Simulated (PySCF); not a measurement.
SMILES CCC at its GFN2-xTB optimised geometry (Å):

```
11

C      1.3941    -0.4714     0.0000
C     -0.1296    -0.4714     0.0000
C     -0.6916     0.9450     0.0000
H      1.7791    -1.4888     0.0049
H      1.7749     0.0360    -0.8842
H      1.7743     0.0440     0.8797
H     -0.4919    -1.0050    -0.8816
H     -0.4919    -1.0049     0.8817
H     -0.3523     1.4888     0.8790
H     -0.3611     1.4854    -0.8847
H     -1.7791     0.9276     0.0059
```

Computed with B3LYP/def2-TZVP run with PySCF.

Map of the log10 of the electron density (e/bohr³), floored at −4 on the plane z = 1.0 Å:

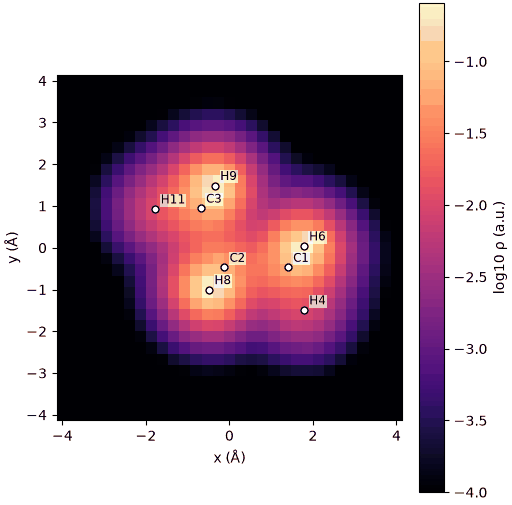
Log10 of the electron density (e/bohr³), floored at −4 on the plane z = 1.0 Å.
